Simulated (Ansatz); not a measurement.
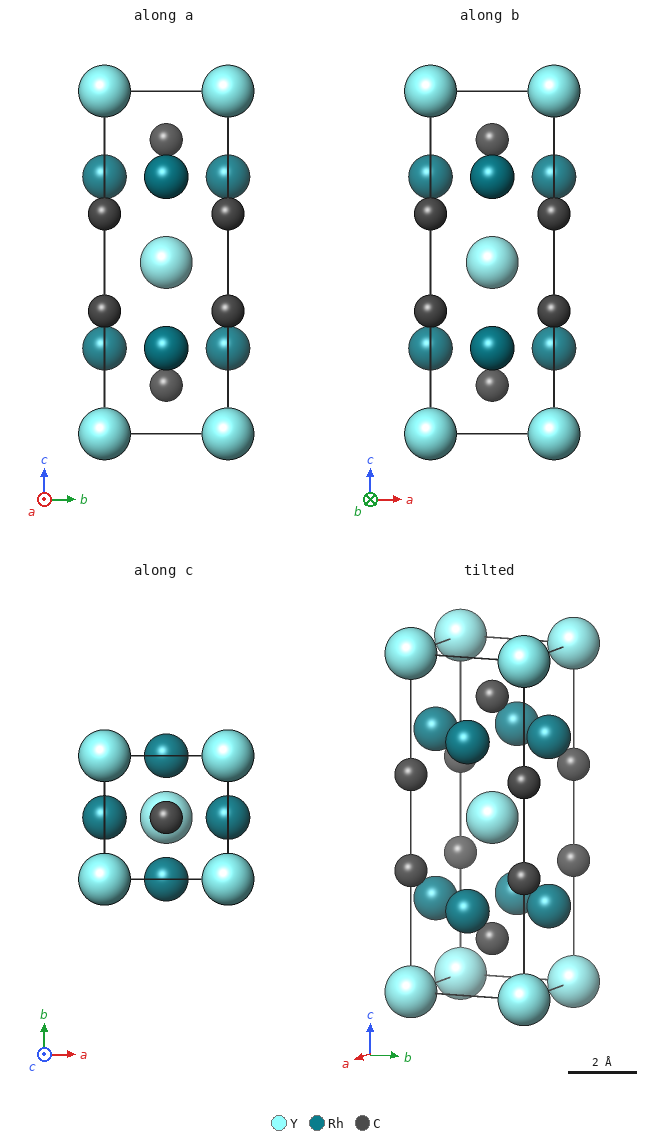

The crystal in a spheres-only representation, seen along the a axis, along the b axis, along the c axis and slightly off an axis. The edges of the conventional unit cell are marked.

Lattice parameters: a = 3.6541 Å, b = 3.6541 Å, c = 10.1458 Å, α = 90.000°, β = 90.000°, γ = 90.000°.

> Put the structure into a CIF in P1 with every atom of the cell, with free fractional coordinates to two decimals.

```cif
data_structure
_symmetry_space_group_name_H-M 'P 1'
_symmetry_Int_Tables_number 1
_cell_length_a 3.6541
_cell_length_b 3.6541
_cell_length_c 10.1458
_cell_angle_alpha 90.000
_cell_angle_beta 90.000
_cell_angle_gamma 90.000
_cell_volume 135.47
loop_
_atom_site_label
_atom_site_type_symbol
_atom_site_fract_x
_atom_site_fract_y
_atom_site_fract_z
_atom_site_occupancy
Y1 Y 0.00 0.00 0.00 1
Rh1 Rh 0.00 0.50 0.25 1
Rh2 Rh 0.50 0.00 0.25 1
C1 C 0.00 0.00 0.36 1
C2 C 0.50 0.50 0.14 1
Y2 Y 0.50 0.50 0.50 1
Rh3 Rh 0.50 0.00 0.75 1
Rh4 Rh 0.00 0.50 0.75 1
C3 C 0.50 0.50 0.86 1
C4 C 0.00 0.00 0.64 1
```

It goes back to a structure type filled with these elements by a generator (whether the compound takes this form wasn't checked). Relaxation method: DFT PBE, scalar-relativistic, plane waves, PAW in Ansatz.
